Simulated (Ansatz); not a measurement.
```xyz
13

Si    0.0596    0.6061    0.6356
C     0.8057   -1.1213    0.6623
H    -1.2913    0.5909    1.2725
H     0.9339    1.4658    1.4981
C    -0.0185    1.3262   -1.1041
H    -1.4245   -1.6228    0.0240
F    -1.9468   -1.2236   -0.6093
H     0.7188   -1.5880    1.6569
H     0.3841   -1.8078   -0.0904
H     1.8829   -1.0535    0.4365
H     0.9766    1.3137   -1.5772
H    -0.7127    0.7436   -1.7276
H    -0.3680    2.3705   -1.0774
```

Not at a stationary point (largest force 1.0 eV/Å).

Computed with RKS B3LYP/def2-SVP (Ansatz).

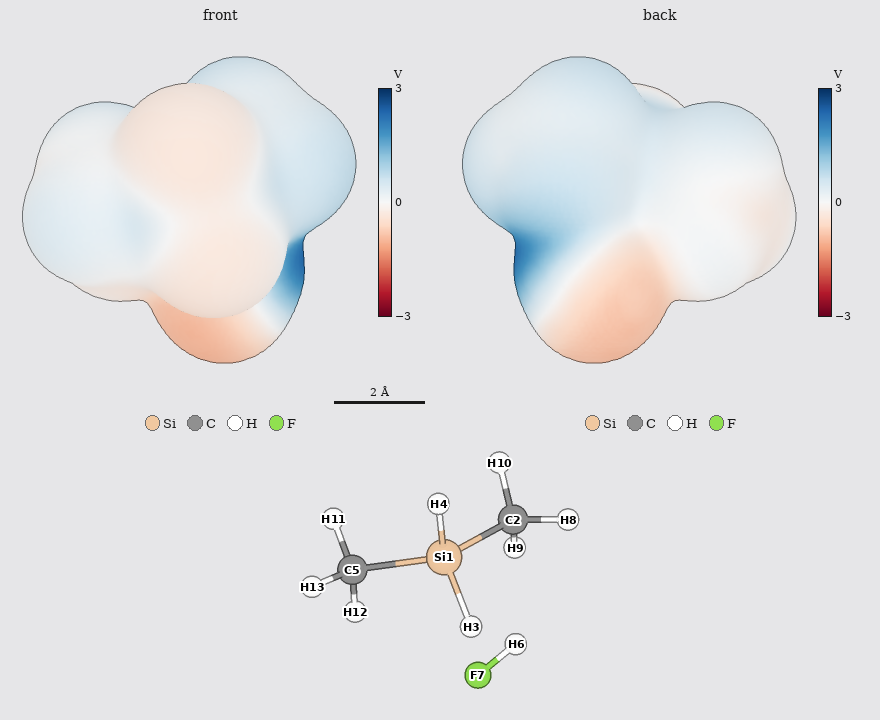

C₂H₈Si···HF. The electrostatic potential painted on the density surface at 0.001 e/bohr³, seen from the front and from behind; red is negative and blue positive. The bare structure is drawn below in the same view.

**Which sites attract a positive test charge, and which a negative one?**

A positive charge is drawn to the negative regions and a negative charge to the positive ones. The most negative region (about −1.0 V) lies over F7, the most positive (about +2.1 V) over H6.
